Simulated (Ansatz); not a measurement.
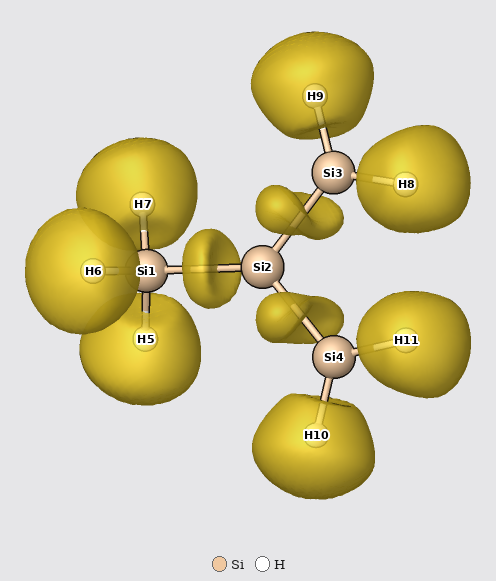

The picture shows: H₇Si₄ (SMILES [SiH2]=[Si]([SiH2+])[SiH3]) (charge +1). Isosurface of the electron localisation function at 0.85 (yellow), seen at a tilt. Core shells and regions of very low density are left out.

Geometry: B3LYP-D3(BJ)/def2-SVP.

Method: isolated molecule in a Gaussian basis; Kohn-Sham density functional theory, functional PBE0 (Ansatz).

```xyz
11

Si   -1.7575    2.4877   -0.2186
Si    0.2838    1.3468   -0.5534
Si    2.3462    2.1414   -0.6040
Si    0.6514   -0.7734   -1.0613
H    -2.7401    1.8008   -1.0927
H    -2.0800    2.3591    1.2238
H    -1.4902    3.8885   -0.6278
H     3.4772    1.2181   -0.8588
H     2.7164    3.5613   -0.3994
H    -0.4008   -1.8009   -1.2407
H     2.0433   -1.2478   -1.2454
```

Where are the electrons localised?

Answer. At this value the surface marks out three regions between bonded Si–Si atoms (shared pairs) and seven regions around hydrogen nuclei. Along the contacts the grid gives the following. Si–Si (2.21 Å): the ELF peaks at about 0.95 between the atoms: a covalent bond. Si–H (1.48 Å): the ELF climbs to about 1 towards the hydrogen, as it does in any bond to H.
